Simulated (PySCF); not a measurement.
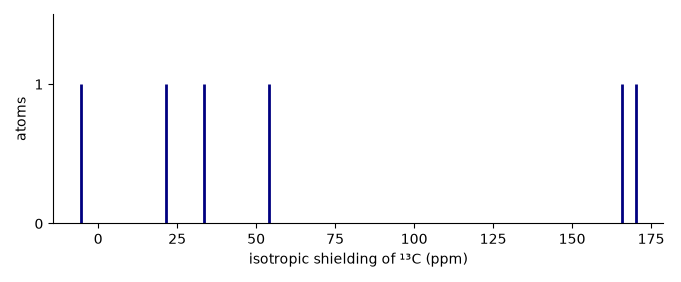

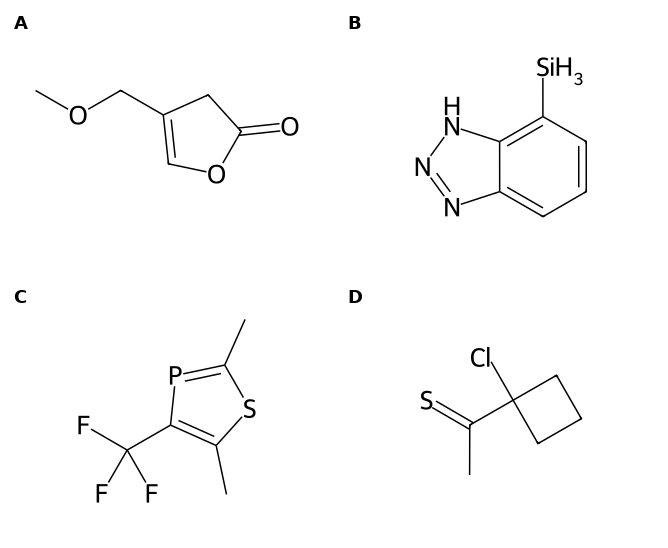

The sticks are computed shieldings of one of the molecules, for one fixed geometry (GFN2-xTB) without averaging over rotations. Low shielding means a high chemical shift. Method: GIAO PBE0/pcSseg-1 NMR shielding, non-relativistic, gas phase (PySCF 2.14.0).

### Match the spectrum to a structure.

C, `Cc1pc(C(F)(F)F)c(C)s1`. Its 6 C atoms give lines at −5.5, 21.5, 33.6, 54.2, 165.9, 170.1 ppm.

The geometry is semi-empirical. Around P, Si such bond lengths and angles can be off by a tenth of an ångström or more and by several degrees, and values that hang on the shape move with them.
